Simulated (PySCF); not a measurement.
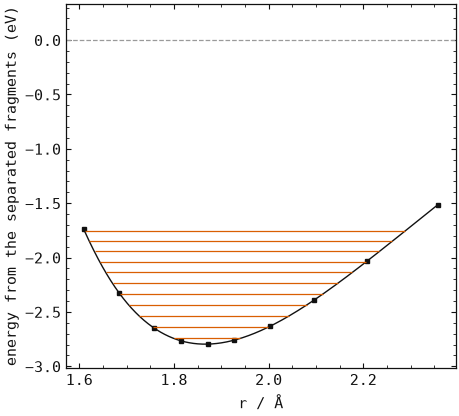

Bond curve of BeSe, singlet. MN15/def2-TZVPP with PySCF, UKS. One reference determinant with the occupation held, the lowest that a PBE0 search over spins and occupations found; no spin-orbit coupling. Zero is the separated fragments in their ground configurations, without counterpoise. With MN15 the solution stays closed-shell at all points drawn; such a solution can't reach the open-shell fragments at long range. 2 further points of the run are not drawn. Horizontal lines: vibrational levels from ωe and ωexe, starting at v = 0.

Q: What constants does a Dunham fit to the curve give (main isotopes)?

A: re = 1.866 Å, ωe = 850 cm⁻¹, ωexe = 4.8 cm⁻¹, De = 2.80 eV, Be = 0.598 cm⁻¹.

Q: How stiff is the bond?

A: The force constant is 3.45 mdyn/Å, which gives ωe = 850 cm⁻¹.

Q: Give the computed points.

A:
```tsv
r (Å)	E (eV)
1.609	−1.74
1.684	−2.32
1.759	−2.65
1.815	−2.77
1.871	−2.80
1.927	−2.76
2.002	−2.63
2.096	−2.39
2.208	−2.03
2.358	−1.51
```

Note: no scalar relativity; spin-orbit coupling is left out; it can lower the fragment Se more than the molecule, and De with it.
